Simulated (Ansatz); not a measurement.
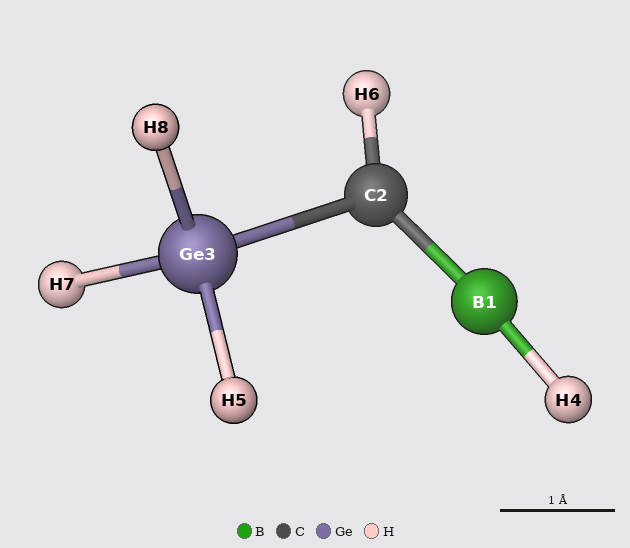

Computed geometry: PBE0-D4/def2-TZVP optimisation. No frequency run is at hand to confirm it as a minimum.

Give these bond angles: C2–B1–H4, B1–C2–Ge3, B1–C2–H6, Ge3–C2–H6, C2–Ge3–H5, C2–Ge3–H7, H5–Ge3–H7, H7–Ge3–H8.

| angle | degrees |
| --- | --- |
| C2–B1–H4 | 174.0 |
| B1–C2–Ge3 | 105.9 |
| B1–C2–H6 | 137.0 |
| Ge3–C2–H6 | 117.1 |
| C2–Ge3–H5 | 109.2 |
| C2–Ge3–H7 | 110.3 |
| H5–Ge3–H7 | 108.8 |
| H7–Ge3–H8 | 109.3 |
